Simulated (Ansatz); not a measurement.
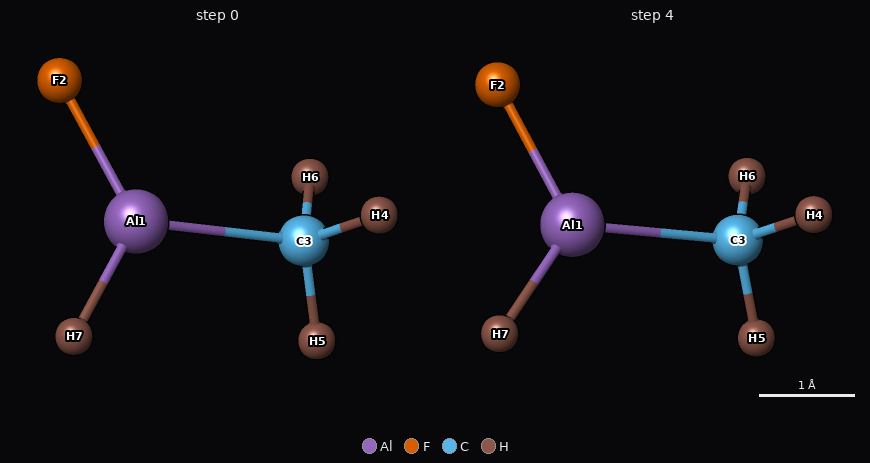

The structure of CH₄AlF before (left) and after (right) a relaxation, at one scale.

A ball-and-stick model, seen at a tilt.

The run prepares the start of a later molecular dynamics calculation, from a guessed geometry.

The calculation used Ansatz, RKS PBE-D4/def2-TZVP. (no spin polarisation; force threshold 0.02 eV/Å; at most 40 steps)

### Summarise the run.

The energy falls by 4.30 kJ/mol in 4 geometry steps. The largest force component goes from 0.62 to 0.0077 eV/Å. H7 moves most after the best rigid fit: 0.11 Å. Largest moves by element: H 0.11 Å, F 0.05 Å, Al 0.04 Å, C 0.02 Å. Among the contacts that change: Al1–H7 1.560 → 1.590 Å, Al1–C3 1.970 → 1.949 Å, Al1–F2 1.690 → 1.673 Å, C3–H4 1.110 → 1.103 Å. Bond angles that change, for instance: C3–Al1–H7 120.0° → 126.2°, F2–Al1–H7 120.0° → 115.4°, Al1–C3–H6 109.5° → 112.1°. Cost: 8.2 s on 2 threads of Arm Neoverse V1, on a shared host, peak memory 0.18 GiB.
